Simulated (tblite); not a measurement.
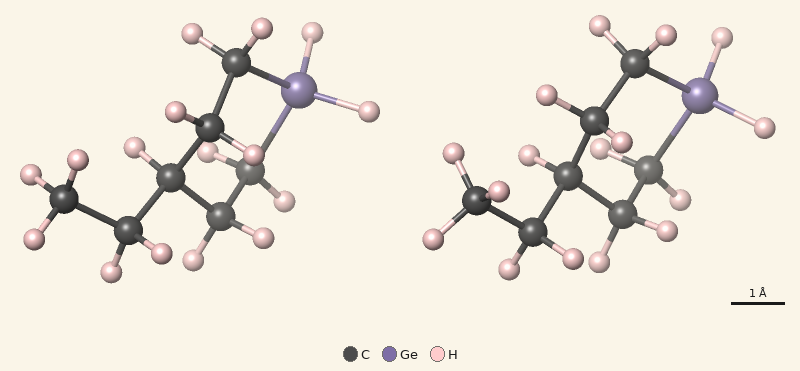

Two geometries of C$_{7}$H$_{16}$Ge, drawn at one scale. One is the start of a relaxation, the other its converged end. The picture is a ball-and-stick view, seen from a free direction.

All numbers below come from GFN2-xTB geometry optimisation, gas phase (tblite 0.8.0). 

### Which geometry has the lower energy?

The left one is the relaxed one. The atom that moves furthest after the best rigid fit is an H atom (0.84 Å). Largest moves by element: H 0.84 Å, C 0.35 Å, Ge 0.13 Å. Among the contacts that change: Ge–H 1.555 → 1.507 Å, C–H 1.139 → 1.092 Å, C–C 1.487 → 1.533 Å, C–Ge 1.936 → 1.973 Å. Among the angles between lasting bonds that change: C–C–Ge 102.5° → 109.6°, Ge–C–H 106.4° → 112.0°, H–C–H 112.4° → 106.9°. Groups turn about C–C by about 30°. After 108 geometry steps the energy has fallen by 0.648 eV. The run took 0.76 s on 1 thread of Arm Neoverse V2 (shared host).
